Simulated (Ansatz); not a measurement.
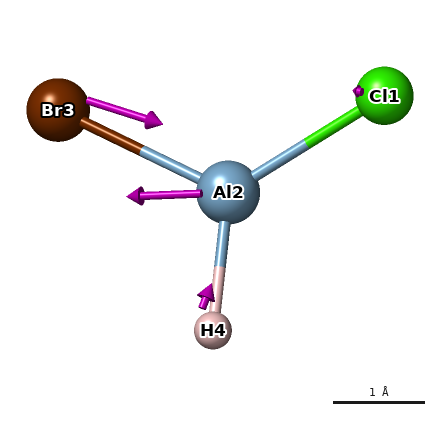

Arrows show the forces on the atoms, 0.7 Å of arrow for 1 eV/Å; forces under a tenth of the largest aren't drawn. Level of theory: RHF-CCSD(T) (frozen core)/def2-TZVPP (Ansatz 0.2.0).

Along which bond is the force strongest?

Al2–Br3, now 2.367 Å: the forces pull its atoms together, so a first step downhill shortens it.

List the force components in the frame of the picture (x right, y up, z towards the viewer), in eV/Å.

| atom | Fx | Fy | Fz |
| --- | --- | --- | --- |
| Cl1 | −0.15 | 0.03 | −0.09 |
| Al2 | −1.20 | −0.05 | −0.47 |
| Br3 | 1.19 | −0.38 | 0.63 |
| H4 | 0.15 | 0.40 | −0.07 |
